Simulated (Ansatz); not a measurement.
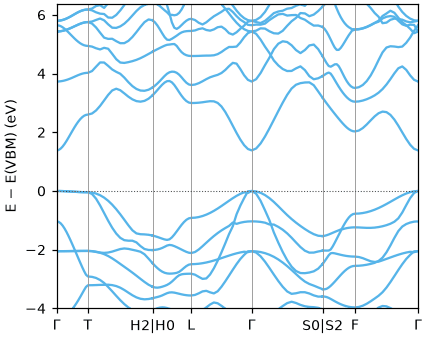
*Band structure from the program Ansatz at the LDA level (PAW)*

Task: Read off the gap and where the band edges lie.

Result: About 1.4 eV (1.38 eV by a search for the band edges); maximum at Γ, minimum at Γ.

The material is Mg2TeS in space group R3m (No. 160; Mg on 3a, Mg on 3a, Te on 3a, S on 3a).

The first step of the workflow began from a Materials Project structure, measured or hypothetical; the Crystallography Open Database copy checked does not list it. Its standing as an ambient phase is unchecked. The LDA relaxation kept the symmetry of its start; of distortions, only those at the zone centre were tested. Spin–orbit coupling is left out wherever it is not named.

Potentials: the later of the program's two PAW sets.
